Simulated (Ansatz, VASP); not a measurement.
# GaN: VASP beside Ansatz, part 3 of 3

Wanted: the spread between two codes on one cell, functional and k mesh. The cell is taken from a series of VASP runs on this material, whose earlier steps may have relaxed, scaled or displaced it; both programs get it as it stands. Valence electrons are named where the data sets of a main pair hold unlike numbers.

VASP 6.6.1 and Ansatz 0.2.0.

So far. Step 7 (Ansatz: single point, r2SCAN): The run ends at a pressure of -1.09 GPa, with forces up to 0.0090 eV/Å. Step 10 (VASP: band structure, r2SCAN, spin-orbit coupling): The run ends at a pressure of -0.09 GPa, with forces up to 0.0027 eV/Å.

## 11. Ansatz: band structure, r2SCAN, spin-orbit coupling

Level of this step: Ansatz beside VASP: Kohn-Sham DFT, plane waves, r2SCAN, spin-orbit coupling (Ansatz).

The same cell, functional, mesh and smearing now go to Ansatz, which takes its cutoff from its data sets.

The cell is taken from a series of VASP runs on this material, whose earlier steps may have relaxed, scaled or displaced it; both programs get it as it stands.

File input.yaml:

```yaml
crystal:
  lattice:
    - [3.188855531, 0.0, 0.0]
    - [-1.5944277655, 2.7616298988, 0.0]
    - [0.0, 0.0, 5.1940668973]
  atoms:
    - { symbol: Ga, position: [0.3333333333, 0.6666666667, 0.9991932276] }
    - { symbol: Ga, position: [0.6666666667, 0.3333333333, 0.4991932276] }
    - { symbol: "N", position: [0.3333333333, 0.6666666667, 0.3758067724] }
    - { symbol: "N", position: [0.6666666667, 0.3333333333, 0.8758067724] }
hamiltonian:
  xc: r2scan
  pseudopotentials: { kind: paw_fr }
magnetization:
  noncollinear: true
  spin_orbit: true
kpoints:
  mp_grid: { grid: [6, 6, 3] }
  band_path:
    path:
      - [0.0, 0.0, 0.0]
      - [0.13333, 0.0, 0.0]
      - [0.3, 0.0, 0.0]
      - [0.46667, 0.0, 0.0]
      - [0.46667, 0.06667, 0.0]
      - [0.41111, 0.17778, 0.0]
      - [0.35556, 0.28889, 0.0]
      - [0.28889, 0.28889, 0.0]
      - [0.17778, 0.17778, 0.0]
      - [0.06667, 0.06667, 0.0]
      - [0.0, 0.0, 0.03333]
      - [0.0, 0.0, 0.2]
      - [0.0, 0.0, 0.36667]
      - [0.0, 0.0, 0.5]
      - [0.16667, 0.0, 0.5]
      - [0.3, 0.0, 0.5]
      - [0.46667, 0.0, 0.5]
      - [0.46667, 0.06667, 0.5]
      - [0.41111, 0.17778, 0.5]
      - [0.35556, 0.28889, 0.5]
      - [0.28889, 0.28889, 0.5]
      - [0.17778, 0.17778, 0.5]
      - [0.06667, 0.06667, 0.5]
      - [0.5, 0.0, 0.46667]
      - [0.5, 0.0, 0.3]
      - [0.5, 0.0, 0.13333]
      - [0.33333, 0.33333, 0.0]
      - [0.33333, 0.33333, 0.16667]
      - [0.33333, 0.33333, 0.33333]
      - [0.33333, 0.33333, 0.5]
    npoints: 1
scf:
  occupations: { method: gaussian, width: 0.05 }
  n_extra_bands: 16
output:
  forces: true
  stress: true
  eigenvalues: true
  write_density: true
  write_potential: true
  elf: true
  volumetric_format: npy
```

Run with:

```
$ ansatz run input.yaml --threads 2 --pin off --max-ram 4608MiB --backend cpu --events-out ev --progress --plain --runs-dir out
```

Numbers of over 12 decimals in the logs are rounded to 6 here.

The program printed:

```text
[...]
non-collinear run that drives no moment, with spin-orbit: no starting moment large enough to seed its density (crystal.atoms[].spin), no starting occupations that ask for one, no magnetisation constraint and no magnetic field, so the semilocal B_xc is pinned to zero
Crystal: 4 atoms, lattice volume = 45.741 Å³
[...]
k-point 1: bands = [... 32 lower, 9.1243, 9.1243, 9.1362, 9.1362, 13.4343, 13.4343, 14.3316, 14.3316, ... 12 higher]
  k-point 2: bands = [... 32 lower, 9.0650, 9.0866, 9.1542, 9.1607, 13.2568, 13.2674, 15.5070, 15.5203, ... 12 higher]
  k-point 13: bands = [... 32 lower, 7.5138, 7.5383, 7.5383, 7.5472, 16.2631, 16.2631, 16.7958, 16.8020, ... 12 higher]
[key lines of the parts left out:]
SCF converged after 8 iterations
Magnetization: |M| = 0.0000 μB,  M = (+0.0000, +0.0000, +0.0000) μB
Free energy (F): -8347.779597 eV
Fermi energy:    10.561272 eV
P = ⅓ Tr σ = -1.1367 GPa (-11.367 kbar)
```

Elapsed: 24 s, on 2 threads of Arm Neoverse V1, shared host; peak memory 0.58 GiB; 46 s of CPU time.

## 12. Side by side

What differs besides the data sets and the points named for the pairs above, as far as they apply: spin-orbit coupling enters by fully relativistic files in Ansatz and inside the spheres in VASP. Total energies have different zeros and are not compared.

Both answers:

```
                                        quantity  Ansatz   VASP  difference
                                  pressure (GPa)   -1.14  -0.09       -1.05
pressure without Ansatz's Pulay correction (GPa)   -1.24  -0.09       -1.15
                   gap over the path points (eV)   2.307  2.299      +0.007
```

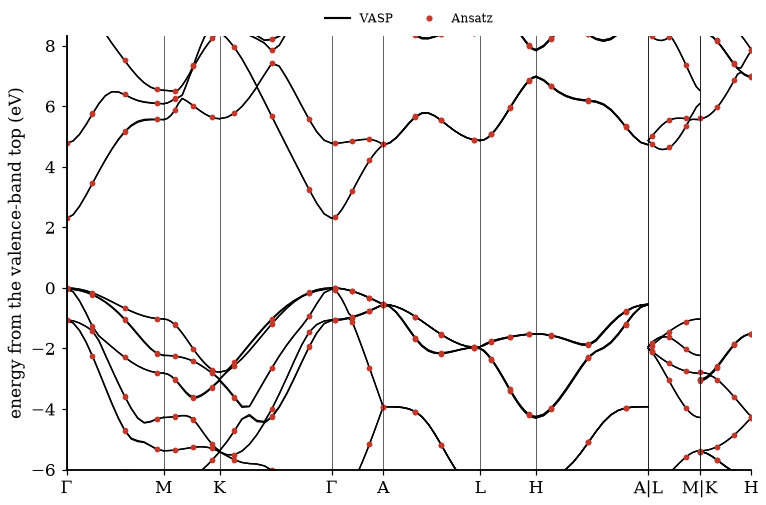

Bands from VASP (lines) and levels from Ansatz (dots). Dots without a line are higher empty bands that the VASP plot leaves out.

Levels at points of the path, from each program's valence-band top (eV; 8 filled, then empty):

```
k (reciprocal lattice)                                                                         Ansatz                                                                           VASP
     0.000 0.000 0.000    -1.05 -1.05 -0.04 -0.04 -0.01 -0.01 0.00 0.00 2.31 2.31 4.79 4.79 9.93 9.93      -1.05 -1.05 -0.04 -0.04 0.00 0.00 0.00 0.00 2.30 2.30 4.77 4.77 9.92 9.92
     0.133 0.000 0.000  -1.42 -1.42 -1.28 -1.27 -0.23 -0.22 -0.17 -0.16 3.46 3.46 5.76 5.77 9.17 9.19  -1.42 -1.42 -1.28 -1.27 -0.23 -0.22 -0.17 -0.16 3.45 3.45 5.73 5.75 9.16 9.17
     0.300 0.000 0.000  -3.60 -3.58 -2.29 -2.29 -1.06 -1.02 -0.68 -0.67 5.16 5.18 6.40 6.40 7.51 7.52  -3.60 -3.58 -2.29 -2.29 -1.06 -1.02 -0.68 -0.67 5.14 5.17 6.38 6.38 7.50 7.51
     0.467 0.000 0.000  -4.33 -4.32 -2.80 -2.80 -2.18 -2.16 -1.02 -1.02 5.56 5.58 6.10 6.11 6.56 6.56  -4.33 -4.32 -2.80 -2.80 -2.18 -2.16 -1.02 -1.02 5.55 5.57 6.09 6.09 6.55 6.55
     0.467 0.067 0.000  -4.25 -4.25 -3.03 -3.01 -2.25 -2.25 -1.21 -1.21 5.87 5.88 6.25 6.26 6.51 6.51  -4.25 -4.25 -3.03 -3.01 -2.25 -2.25 -1.21 -1.21 5.86 5.87 6.25 6.25 6.49 6.49
     0.411 0.178 0.000  -4.36 -4.34 -3.64 -3.59 -2.43 -2.42 -2.02 -2.02 6.02 6.02 7.31 7.32 7.35 7.36  -4.36 -4.35 -3.64 -3.59 -2.43 -2.42 -2.02 -2.02 6.01 6.01 7.29 7.29 7.34 7.35
     0.356 0.289 0.000  -5.16 -5.15 -3.30 -3.26 -2.82 -2.81 -2.71 -2.70 5.64 5.64 8.26 8.26 8.60 8.61  -5.17 -5.16 -3.29 -3.26 -2.82 -2.81 -2.71 -2.70 5.63 5.63 8.23 8.23 8.57 8.58
     0.289 0.289 0.000  -4.72 -4.71 -3.64 -3.60 -2.57 -2.56 -2.49 -2.46 5.77 5.78 7.96 7.97 8.69 8.69  -4.72 -4.71 -3.64 -3.60 -2.57 -2.56 -2.49 -2.46 5.77 5.77 7.93 7.94 8.65 8.66
     0.178 0.178 0.000  -4.00 -4.00 -2.65 -2.63 -1.20 -1.19 -1.05 -1.02 5.66 5.68 7.43 7.44 7.85 7.85  -4.00 -4.00 -2.65 -2.64 -1.20 -1.19 -1.05 -1.02 5.65 5.67 7.42 7.42 7.83 7.83
     0.067 0.067 0.000  -1.46 -1.46 -0.94 -0.93 -0.18 -0.17 -0.15 -0.15 3.25 3.25 5.57 5.59 9.55 9.56  -1.46 -1.46 -0.94 -0.93 -0.18 -0.17 -0.15 -0.15 3.24 3.25 5.55 5.57 9.54 9.55
```

At this near-relaxed geometry the largest component of a force difference is 5 meV/Å. Among the levels compared at these points, filled levels agree within 5 meV and empty ones within 34 meV. Ansatz's pressure holds a Pulay correction of 0.10 GPa; VASP's holds none.

## 13. Other set-ups

Further runs change the set-up of one program: Ansatz's method, potentials or start, or VASP's data sets, cutoff or form of LDA. The table gives Ansatz less VASP for each quantity, since a change that brings one quantity closer may part another.

```
                                        run  r.m.s. force difference (meV/Å)  pressure (GPa)  gap over the path points (eV)  pressure without Ansatz's Pulay correction (GPa)
                                   as above                              3.1            -1.0                         0.0071                                              -1.1
                       cores kept as stored                              3.2            -1.1                         0.0099                                              -1.2
norm-conserving potentials (cutoff 1250 eV)                              3.9            -1.4                          0.035                                              -1.5
```

## 14. Outcome

```
difference in pressure (band structure, r2SCAN)                      : -1.1 GPa
difference in pressure (single point, r2SCAN)                        : -1.0 GPa
difference in pressure (band structure, r2SCAN, spin-orbit coupling) : -1.0 GPa
```

The difference in pressure is -1.1 GPa (band structure, r2SCAN), beyond the 1 GPa picked in this series as the mark of a large difference. Band structure, r2SCAN, cores kept as stored: the difference in gap over the path points goes from 0.0069 to 0.0098 eV. Band structure, r2SCAN, Ansatz's all-electron LAPW method: the difference in gap over the path points goes from 0.0069 to 0.025 eV. Band structure, r2SCAN, Ansatz's larger PAW set (cutoff 1300 eV): the difference in gap over the path points goes from 0.0069 to 0.025 eV. Single point, r2SCAN, cores kept as stored: the difference in gap on the k mesh goes from 0.0070 to 0.0098 eV. Single point, r2SCAN, Ansatz's all-electron LAPW method: the difference in gap on the k mesh goes from 0.0070 to 0.025 eV. 2 further runs of this series are not shown here. How closely two codes agree says nothing of how well the functional describes the real material.

[Lines on the potential files, build, host, timing and source positions are cut from VASP's logs without a mark.]

[Logs are printed without paths, hosts, clocks, repeated set-up lines and the standing remarks that a program may print on its own settings, such as how far it seeks lower states.]

[Hosts, paths, dates, database ids (printed as entryN), source tags and the programs' standing remarks are cut or masked in the printed files.]
